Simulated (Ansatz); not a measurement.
# LaGaS3 (model cell, started as cubic perovskite with Ga in the octahedra): a soft mode frozen in, part 3 of 3

Wanted: the energy along a soft mode of LaGaS3 (model cell, started as cubic perovskite with Ga in the octahedra) and the structure at the end.

Ansatz 0.2.0; DFT PBEsol, scalar-relativistic, plane waves, PAW; PAW set soft_1.

So far. Step 5 (Energy along the mode, all amplitudes (two of the runs …): The lowest of the steps tried is the last one, at 0.6 Å, 140 meV/atom below the parent; the bottom of the well need not coincide with a step. Step 7 (The new phase in its own primitive cell): The largest force component left is 0.18 meV/Å and the pressure is -0.001 GPa, within the tolerances set. The cell now holds 20.84 Å³/atom. The relaxed cell has a, b, c = 6.522, 9.431, 6.777 Å (conventional setting).

The structure was built from a prototype and need not be the compound's stable phase.

## Step 8: Modes of the new phase, k-mesh 6×6×6, occupations fixed

A relaxed structure may still be a saddle point, so its zone-centre modes are computed. The response to a homogeneous field gives the Born charges and the dielectric tensor.

File input.yaml:

```yaml
crystal:
  lattice:
    - [-3.2608474044, 4.7156035627, 3.3883411745]
    - [3.2608474044, -4.7156035627, 3.3883411745]
    - [3.2608474044, 4.7156035627, -3.3883411745]
  atoms:
    - { symbol: La, position: [0.2311649659, 0.9811649659, 0.25] }
    - { symbol: La, position: [0.7688350341, 0.0188350341, 0.75] }
    - { symbol: Ga, position: [0.5, 0.5, 0.0] }
    - { symbol: Ga, position: [0.0, 0.5, 0.5] }
    - { symbol: S, position: [0.3474123687, 0.5974123687, 0.75] }
    - { symbol: S, position: [0.6525876313, 0.4025876313, 0.25] }
    - { symbol: S, position: [0.1915967794, 0.0, 0.6915967794] }
    - { symbol: S, position: [0.8084032206, 0.0, 0.3084032206] }
    - { symbol: S, position: [0.1915967794, 0.5, 0.1915967794] }
    - { symbol: S, position: [0.8084032206, 0.5, 0.8084032206] }
kpoints:
  mp_grid: { grid: [6, 6, 6] }
hamiltonian:
  xc: pbesol
  pseudopotentials: { kind: paw, azcp: { folder: soft_1 }, xc_functional: pbe }
scf:
  occupations: { method: fixed }
output:
  eigenvalues: true
phonons:
  method: dfpt
  dielectric: true
  rigid_motions: translations
```

On the command line:

```
$ ansatz run input.yaml --threads 8 --pin off --max-ram 16384MiB --backend cpu --events-out ev --progress --plain --runs-dir out
```

Numbers of over 12 decimals in the logs are rounded to 6 here.

Output:

```text
[...]
Crystal: 10 atoms, lattice volume = 208.408 Å³
Basis set: ecut = 420 eV, 4055 PW (Γ), exchange–correlation on 96×96×96 points (8 copies of the dense FFT grid, shifted against one another)
Bands: 52, of which v1, the nominal top of the filled ones, is band 42 counted from 1 (41 counted from 0)
Symmetry: 8 space group operations
k-points: 112 of 216 (irreducible under 1 space group operation, time reversal used)
[...]
SCF iter   1: F=—  HF=-25133.926531 eV  |F-HF|=—  |Δ(HF+E_count)|=         —  Δρ=4.71e-2  dr2=9.49e0  ethr=3.10e-3  ⟨swp⟩=5.1  Hψ=21700  notcnv=0  defer=103
[...]
SCF iter  12: F=-25131.874845 eV  HF=-25131.874845 eV  |F-HF|=1.09e-11  |Δ(HF+E_count)|=  2.55e-11  Δρ=1.30e-7  dr2=4.55e-11  ethr=1.00e-12  ⟨swp⟩=23.4  Hψ=51877  notcnv=0
SCF 1 converged in 12 iterations: F = -25131.874845 eV  dr2 = 4.55e-11
[...]
NSCF: frozen V_eff on 22 k-points
DFPT response loops at Γ: preconditioner auto → Resta (q_TF=auto, 2.345 Å⁻¹)  ε∞=13.9 (no band partly filled); β = 1.00, the filter's whole step (`scf.mixing.beta` (0.50) is not read by the response loops at its default; to damp them type it under 1.00, their step now; it binds the ground state too); Broyden in place of MSR1
── the response to a field inside a basis, on 10×10×10 k-points: an SCF that follows is theirs, and a resumed run solves both again ──
Bands: 43, of which v1, the nominal top of the filled ones, is band 42 counted from 1 (41 counted from 0)
k-points: 170
[...]
Eigensolver: Dense (170 Hₖ)
SCF iter   1: F=—  HF=-25131.724728 eV  |F-HF|=—  |Δ(HF+E_count)|=         —  Δρ=3.55e-4  dr2=9.50e-5  ethr=1.00e-1
[...]
SCF iter   5: F=-25131.724754 eV  HF=-25131.724754 eV  |F-HF|=8.87e-9  |Δ(HF+E_count)|=   8.17e-8  Δρ=3.74e-6  dr2=3.47e-8  ethr=2.71e-10
SCF 1 converged in 5 iterations: F = -25131.724754 eV  dr2 = 3.47e-8
[...]
WARN: field response: inside a basis, on 10×10×10 points, no mesh in reach settles it: take ε∞, Z* and everything formed from them with what they may err, as stated (eps_inf_uncertainty, zstar_uncertainty_e), and compare with field_mesh: kpoints on a denser kpoints.mp_grid
WARN: field response: ε∞ stands inside a basis, on 10×10×10 points; the force constants stand on the 6×6×6 k-mesh, whose period is 12.80 times the interband length at k = (0.0000, 0.0000, 0.0000), direct gap 0.344 eV, under 14: take them and everything formed from them as unconverged, and compare with a denser kpoints.mp_grid
SCF converged after 12 iterations
Free energy (F): -25131.874845 eV
[...]
Internal energy: -25131.874845 eV  (E = F + TS)
E sigma→0 (E₀):  -25131.874845 eV
Fermi energy:    8.694138 eV
[...]
--- Band table (eV; the first three rows and the last of 112) ---
  k-point 0: bands = [... 38 lower, 7.9550, 8.2739, 8.6595, 8.6600, 9.0039, 11.1601, 11.2940, 11.3320, ... 6 higher]
  k-point 1: bands = [... 38 lower, 7.9025, 7.9537, 8.2030, 8.3759, 9.3367, 11.2433, 11.2477, 11.3315, ... 6 higher]
  k-point 2: bands = [... 38 lower, 7.6605, 7.7140, 7.8764, 8.1825, 9.9792, 11.1393, 11.3004, 11.3025, ... 6 higher]
  k-point 111: bands = [... 38 lower, 7.2800, 7.7815, 8.2207, 8.6354, 10.5191, 10.5528, 11.2729, 11.3298, ... 6 higher]
--- Phonons (Γ-DFPT): 12 representative perturbations + reference, on 112 of 216 k-points (Σ response iterations 52) ---
  k mesh reduced under 1 symmetry operation, with k and −k counted as one. Each operation leaves every solved perturbation unchanged. A smaller set is not considered because the run solves the response to a homogeneous field
  ASR residual: 1.329e-4 → 0.000e0 eV/Å²; symmetrization residual: 2.124e-5 eV/Å²
  ASR residual per site (eV/Å²): 3.21e-5 3.21e-5 9.72e-5 9.72e-5 2.60e-5 2.60e-5 1.33e-4 1.33e-4 1.33e-4 1.33e-4
  Γ frequencies (cm⁻¹): -71.56 0.00 0.00 0.00 32.60 63.08 68.15 81.20 87.11 103.30 105.16 108.28 153.35 164.26 166.03 174.86 175.32 194.41 199.60 201.96 205.24 205.75 216.61 241.67 242.13 264.08 264.72 290.66 345.63 352.53
  ε∞ (high-frequency dielectric tensor):
       11.662292     0.000000    -0.000000
        0.000000    10.806389     0.000000
       -0.000000     0.000000    10.549833
  softest optical mode at Γ: -71.56 cm⁻¹; the repairs (sum rule, projections) moved no ω² at Γ by more than (2.56 cm⁻¹)²
  Born effective charges Z* (e; rows j = field, columns β = displacement):
    site 0:
         4.48428    0.00000    0.00000
         0.00000    3.95402    0.00000
        -0.00000    0.00000    4.85673
    site 1:
         4.48428    0.00000    0.00000
         0.00000    3.95402    0.00000
        -0.00000    0.00000    4.85673
    site 2:
         4.16782    0.00000    0.00000
         0.00000    4.33430   -0.04321
        -0.00000    0.88017    4.20492
    site 3:
         4.16782    0.00000    0.00000
         0.00000    4.33430    0.04321
         0.00000   -0.88017    4.20492
    site 4:
        -2.01139   -0.00000    0.00000
        -0.00000   -3.45429   -0.00000
         0.00000   -0.00000   -3.37417
    site 5:
        -2.01139   -0.00000    0.00000
        -0.00000   -3.45429   -0.00000
         0.00000   -0.00000   -3.37417
    site 6:
        -3.32035   -0.00000   -0.83424
        -0.00000   -2.41702   -0.00000
        -0.43987   -0.00000   -2.84374
    site 7:
        -3.32035   -0.00000   -0.83424
        -0.00000   -2.41702   -0.00000
        -0.43987   -0.00000   -2.84374
    site 8:
        -3.32035    0.00000    0.83424
         0.00000   -2.41702   -0.00000
         0.43987   -0.00000   -2.84374
    site 9:
        -3.32035    0.00000    0.83424
        -0.00000   -2.41702   -0.00000
         0.43987   -0.00000   -2.84374
  Z* charge neutrality: 9.965e-2 e pre-enforcement
  solved inside a basis spanned on kpoints, on 10×10×10 k-points transformed towards the longest dipole, which do not settle them: ε∞ is read to err by 7.4e-2, Z* by 9.3e-2 e (field_mesh: kpoints solves on kpoints); Z* is corrected for what the basis lacks
  optical modes at Γ without the LO–TO term, one row a degenerate level:
      ω (cm⁻¹)  modes    IR ((D/Å)²/amu)
        -71.56      1            13.7293
         32.60      1             0.0000
         63.08      1             3.7528
         68.15      1             0.9680
         81.20      1             2.2219
         87.11      1             0.0000
        103.30      1             0.0000
[...]
optical modes at Γ + LO–TO along q̂ = [1.0000, 0.0000, 0.0000]:
      ω (cm⁻¹)  modes    IR ((D/Å)²/amu)
[...]
optical modes at Γ + LO–TO along q̂ = [0.0000, 1.0000, 0.0000]:
      ω (cm⁻¹)  modes    IR ((D/Å)²/amu)
[...]
optical modes at Γ + LO–TO along q̂ = [0.0000, 0.0000, 1.0000]:
      ω (cm⁻¹)  modes    IR ((D/Å)²/amu)
[...]
199.60      1             0.0000
        205.24      1             0.0000
        205.75      1             0.0000
        216.61      1            13.1584
        233.53      1             1.5648
        241.67      1             0.0000
        264.08      1             0.0000
        264.72      1            19.7099
        290.66      1             3.5410
        302.54      1            37.7331
        352.53      1             0.0000
        357.50      1            20.1385
```

The job ended after 10 min (8 threads of Arm Neoverse V1, shared host; peak memory 5.9 GiB).

Numbers from this step:

```
sum-rule residual before enforcement                    : 1.33e-4 eV/Å²
miss of the charge sum rule                             : 0.09965 e
estimated error of the dielectric tensor                : 0.07387
estimated error of the Born charges                     : 0.09346 e
point group                                             : mmm
highest optical mode at the zone centre (no LO-TO term) : 352.5 cm⁻¹
lowest optical zone-centre mode                         : -71.56 cm⁻¹
mean high-frequency dielectric constant                 : 11.01
largest Born charge (third of the trace)                : 4.432 e
top of the zone-centre spectrum with the field          : 357.5 cm⁻¹
```

Patterns of degenerate modes are one choice out of their space. The modes at Γ (shares of kinetic energy by element, %) (negative means imaginary):

```csv
mode,frequency (cm⁻¹),symmetry,La %,Ga %,S %
1,-71.6,B3u,12,1,86
2,0.0,acoustic,46,23,32
3,0.0,acoustic,46,23,32
4,0.0,acoustic,46,23,32
5,32.6,B2g,55,0,45
6,63.1,B2u,20,73,7
7,68.2,B3u,27,61,12
8,81.2,B1u,25,67,8
9,87.1,B3g,96,0,4
10,103.3,B2g,42,0,58
11,105.2,Ag,95,0,5
12,108.3,B1g,0,0,100
13,153.3,B2u,34,13,53
14,164.3,B1u,15,71,14
15,166.0,Au,0,36,64
16,174.9,B1g,0,0,100
17,175.3,B3u,15,1,83
18,194.4,B3g,0,0,100
19,199.6,B2g,3,0,97
20,202.0,B1u,14,22,64
21,205.2,Au,0,64,36
22,205.8,Ag,0,0,100
23,216.6,B2u,0,86,14
24,241.7,B3g,4,0,96
25,242.1,B1u,0,10,90
26,264.1,Ag,5,0,95
27,264.7,B3u,0,13,87
28,290.7,B2u,1,5,94
29,345.6,B1u,1,7,92
30,352.5,B3g,0,0,100
```

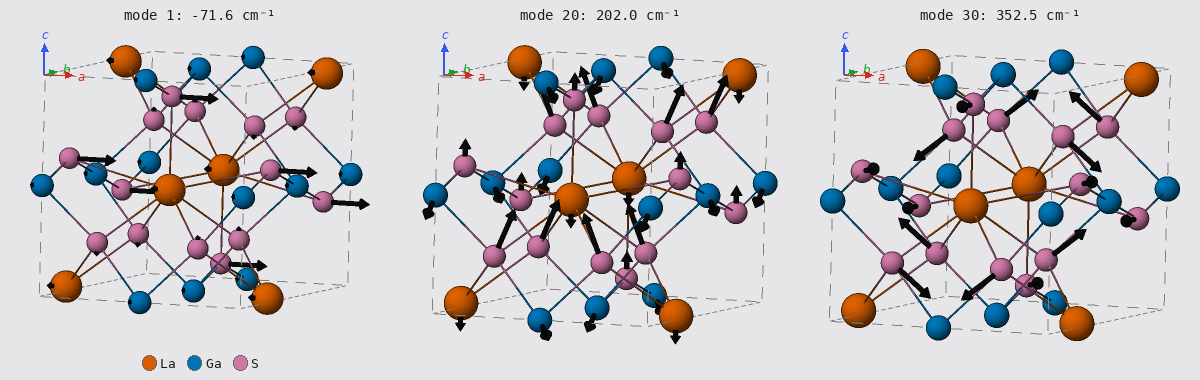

Displacement patterns of modes 1, 20 and 30 at Γ; arrows are exaggerated. Some periodic images of atoms are drawn too.

High-frequency dielectric tensor, which the program warns is not settled by the k meshes in reach. Tensor:

|  | x | y | z |
| --- | --- | --- | --- |
| x | 11.66 | 0 | 0 |
| y | 0 | 10.81 | 0 |
| z | 0 | 0 | 10.55 |

Optical modes at the zone centre, without and with the macroscopic field of the longitudinal modes; each column is sorted by frequency, so a row need not hold one and the same mode. Modes with and without the field, by row:

```
rank among optical modes  no field (cm⁻¹)  q along (1, 0, 0) (cm⁻¹)  q along (0, 1, 0) (cm⁻¹)  q along (0, 0, 1) (cm⁻¹)
                       1            -71.6                        23                     -71.6                     -71.6
                       2             32.6                      32.6                      32.6                      32.6
                       3             63.1                      63.1                      68.2                      63.1
                       4             68.2                      74.4                        72                      68.2
                       5             81.2                      81.2                      81.2                      85.8
                       6             87.1                      87.1                      87.1                      87.1
                       7            103.3                     103.3                     103.3                     103.3
                       8            105.2                     105.2                     105.2                     105.2
                       9            108.3                     108.3                     108.3                     108.3
                      10            153.3                     153.3                     164.3                     153.3
                      11            164.3                     164.3                       166                       166
                      12              166                       166                     174.9                     172.3
                      13            174.9                     174.9                     175.3                     174.9
                      14            175.3                     194.4                     192.1                     175.3
                      15            194.4                     199.6                     194.4                     194.4
                      16            199.6                       202                     199.6                     199.6
                      17              202                     205.2                       202                     205.2
                      18            205.2                     205.8                     205.2                     205.8
                      19            205.8                     212.2                     205.8                     216.6
                      20            216.6                     216.6                     241.7                     233.5
                      21            241.7                     241.7                     242.1                     241.7
                      22            242.1                     242.1                     264.1                     264.1
                      23            264.1                     264.1                     264.5                     264.7
                      24            264.7                     290.7                     264.7                     290.7
                      25            290.7                       316                     309.4                     302.5
                      26            345.6                     345.6                     345.6                     352.5
                      27            352.5                     352.5                     352.5                     357.5
```

Born charge (rows field, columns displacement) (e), principal values of the symmetric part by kind of site:

| atom | atoms with these values | low | middle | high | mean |
| --- | --- | --- | --- | --- | --- |
| La1 | 2 | 3.95 | 4.48 | 4.86 | 4.43 |
| Ga3 | 2 | 3.85 | 4.17 | 4.69 | 4.24 |
| S5 | 2 | -3.45 | -3.37 | -2.01 | -2.95 |
| S7 | 4 | -3.76 | -2.42 | -2.40 | -2.86 |

In full for S5:

```
-2.01  0.00  0.00
 0.00 -3.45  0.00
 0.00  0.00 -3.37
```

Transverse modes; imaginary modes are left out. Infrared lines, with heights relative to the strongest:

| position (cm⁻¹) | lines merged | relative intensity |
| --- | --- | --- |
| 33 | 1 | 0.0 |
| 63 | 1 | 11 |
| 68 | 1 | 2.8 |
| 81 | 1 | 6.3 |
| 87 | 1 | 0.0 |
| 103 | 1 | 0.0 |
| 105 | 1 | 0.0 |
| 108 | 1 | 0.0 |
| 153 | 1 | 89 |
| 164 | 1 | 34 |
| 166 | 1 | 0.0 |
| 175 | 2 | 67 |
| 194 | 1 | 0.0 |
| 200 | 1 | 0.0 |
| 202 | 1 | 100 |
| 205 | 1 | 0.0 |
| 206 | 1 | 0.0 |
| 217 | 1 | 38 |
| 242 | 2 | 23 |
| 264 | 1 | 0.0 |
| 265 | 1 | 56 |
| 291 | 1 | 10 |
| 346 | 1 | 9.0 |
| 352 | 1 | 0.0 |

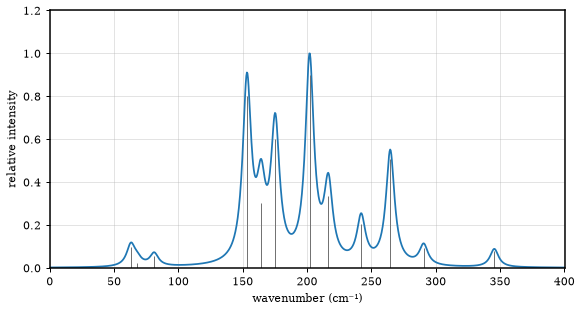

The infrared spectrum, broadened with Lorentzians of width 8 cm⁻¹; bars mark the lines.

Before it was imposed, the acoustic sum rule was missed by 1.3e-4 eV/Å² and the charge sum rule by 0.100 e. The charge miss is large and points to the mesh or the basis. The lowest optical mode is imaginary, 71.6i cm⁻¹, so the energy falls along it.

The log warns of the k mesh: “the force constants stand on the 6×6×6 k-mesh, whose period is 12.80 times the interband length at k = (0.0000, 0.0000, 0.0000), direct gap 0.344 eV, under 14: take them and everything formed from them as unconverged”.

## Step 9: Results

```json
{
 "unstable mode of the parent": "q = (-0.5, -0.5, -0.5), 185i cm⁻¹",
 "depth at the lowest point sampled": "140 meV/atom",
 "largest atomic shift at that point": "0.6 Å",
 "space group reached (within 0.01 Å)": "Imma",
 "energy gained over the parent (first relaxation, on the mesh of the frozen mode)": "174 meV/atom",
 "volume per atom, phase reached": "20.8 Å³",
 "gap on the k-mesh, phase reached": "0.310 eV",
 "lowest optical zone-centre mode, phase reached": "-71.6 cm⁻¹",
 "highest optical mode at the zone centre (no LO-TO term), phase reached": "353 cm⁻¹"
}
```

**Reading.** Along this mode the structure falls into Imma, 174 meV/atom below the parent. At the parent's cell the well is 139.7 meV/atom deep on the steps tried, with its lowest point at a shift of 0.6 Å. That is the last step tried, so the steps alone don't bracket the bottom of the well. Relaxing atoms and cell changes the gain by +34.01 meV/atom against the lowest step (energies at zero smearing). The new phase still has an imaginary mode at the zone centre of its cell, so it is a saddle point on the way to a lower structure. Of the 4 patterns followed to their end from this parent, this one ends 4.42 meV/atom above the lowest, R-3c. Each path keeps the symmetry of its pattern, so a lower phase may lie along a pattern not tried. With the field response the log warns that the k mesh is coarse for the force constants too, so the frequencies may not be converged. With no gap, or one that is small against the smearing, the frequencies hang on the k mesh and the smearing, most of all near Kohn anomalies. In at least one run the field response is not settled by the k meshes in reach, so its dielectric tensor, Born charges and longitudinal modes are rough. Spin-orbit coupling is left out, which can matter for the heavy elements here. The PAW files were made for PBE and serve the other functionals too. A phonon run warned that its eigensolver left some bands unconverged in a pass. The starting cell was built on a prototype and not taken from a measurement, so the phase need not exist.

[Logs are printed without paths, hosts, clocks, repeated set-up lines and the standing remarks that a program may print on its own settings, such as how far it seeks lower states.]

[Hosts, paths, dates, database ids (printed as entryN), source tags and the programs' standing remarks are cut or masked in the printed files.]
